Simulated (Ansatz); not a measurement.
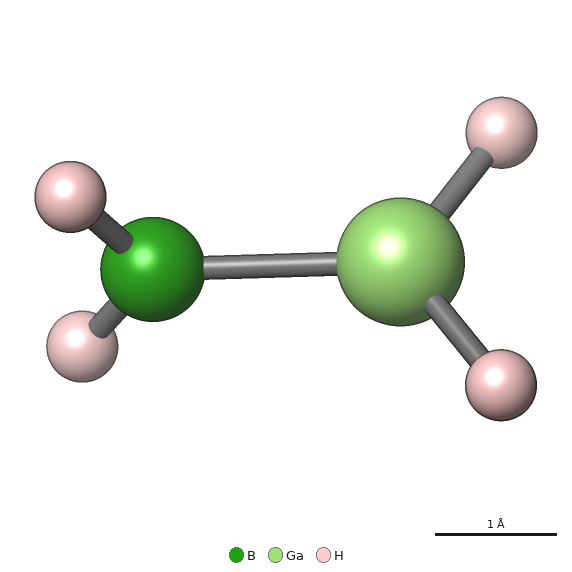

Starting geometry of the run.

Ansatz 0.2.0 input:

```yaml
crystal:
  periodic: [false, false, false]
  atoms:
    - {symbol: B, position_ang: [0.054211, -1.108880, 0.023878]}
    - {symbol: Ga, position_ang: [-0.034891, 0.952922, -0.036773]}
    - {symbol: H, position_ang: [-0.697745, -1.759725, 0.692887]}
    - {symbol: H, position_ang: [0.861265, -1.732034, -0.606084]}
    - {symbol: H, position_ang: [-0.921566, 1.727156, -1.084048]}
    - {symbol: H, position_ang: [0.780725, 1.856462, 0.964042]}
basis:
  gaussian: {orbitals: def2-SVP}
hamiltonian: {xc: {name: PBE0-DH}}
output: {forces: true}
```

It was started with:

```sh
ansatz run in.yaml --threads 2 --pin off --events-out ev --progress --plain --max-ram 4352MiB
```

Result:

```
Functional definition: PBE0-DH
  name "PBE0-DH"
  cite "Brémond & Adamo, J. Chem. Phys. 135, 024106 (2011) doi:10.1063/1.3604569"
  cite "Perdew, Burke & Ernzerhof, Phys. Rev. Lett. 77, 3865 (1996) doi:10.1103/PhysRevLett.77.3865"
  parameter a = 1/2
  parameter c = 1/8
  exchange = (1 - a)*pbe_x + a*exact_x
  correlation = (1 - c)*pbe_c + c*(mp2_os + mp2_ss)
677 factors; integrals over basis functions are off by at most 8.3e-4 eV
mean field evaluation 1: about -53097.4386 eV, gradient 1.5e1 eV
mean field evaluation 2: about -53097.5001 eV, gradient 1.5e1 eV
mean field evaluation 4: about -53098.0158 eV, gradient 1.9e0 eV
mean field evaluation 8: about -53098.0215 eV, gradient 5.6e-2 eV
mean field evaluation 16: about -53098.0215 eV, gradient 2.4e-6 eV
mean field -53098.02154437 eV, -1951.3163006238 hartree, gradient 2.4e-6 eV, S^2 0.000000; 0 other end points of the search recorded, 0 dependent functions left out
10 core orbitals not correlated: weight in the atoms' cores, before any rotation towards them, 1.000 or more for the frozen orbitals, at most 0.000 for the correlated occupied ones
reference -53098.02156282 eV, -1951.3163013021 hartree; 10, 10 occupied and 46, 46 virtual orbitals, 677 factors
second order -10.20536891 eV of doubles, -0.00000000 eV of singles
the calculation of the forces begins
Total energy: -53099.29723394 eV, -1951.3631813508 hartree
Atom 0 at     0.054211    -1.108880     0.023878 Å, force    -0.008022     0.151152    -0.004452 eV/Å
Atom 1 at    -0.034891     0.952922    -0.036773 Å, force    -0.003858     0.145187    -0.001803 eV/Å
Atom 2 at    -0.697745    -1.759725     0.692887 Å, force    -0.128604    -0.110332     0.113854 eV/Å
Atom 3 at     0.861265    -1.732034    -0.606084 Å, force     0.138162    -0.104756    -0.108141 eV/Å
Atom 4 at    -0.921566     1.727156    -1.084048 Å, force     0.034945    -0.038516     0.041058 eV/Å
Atom 5 at     0.780725     1.856462     0.964042 Å, force    -0.032622    -0.042735    -0.040516 eV/Å
Dipole moment:     0.004582    -0.115688     0.002714 e Å
```

The calculation finished and met its thresholds.
